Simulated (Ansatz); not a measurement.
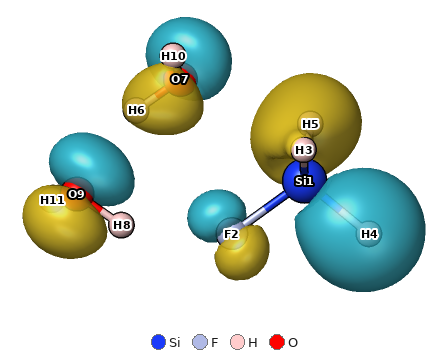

Figure 1: FH3Si···H2O···H2O. The HOMO−1 at ±0.1 Å⁻³ᐟ² (yellow and cyan are the two phases), seen at a tilt.

The reactant side of a reaction path; geometry: PBE0-D4/def2-TZVP.

These are results of Ansatz 0.2.0, RKS PBE0-D4/def2-TZVPP, not measurements.

```xyz
11

Si   -0.7442    0.2651   -1.6173
F    -0.8739   -0.9168   -0.5187
H     0.6372    0.3297   -2.1363
H    -1.6439   -0.1737   -2.7175
H    -1.2406    1.5367   -1.0598
H     0.9005    0.4046    1.1888
O     0.9676    1.1082    0.5192
H    -0.1483   -1.4009    1.2540
O     0.4130   -1.1782    2.0070
H     1.9012    1.1771    0.3107
H    -0.1686   -1.1518    2.7698
```

### Describe this orbital and give its energy.

By Hirshfeld shares it lies mainly on Si1 (about 25 %), H4 (about 20 %), O7 (about 15 %), O9 (about 15 %) and H5 (about 10 %). Its energy is −9.25 eV.
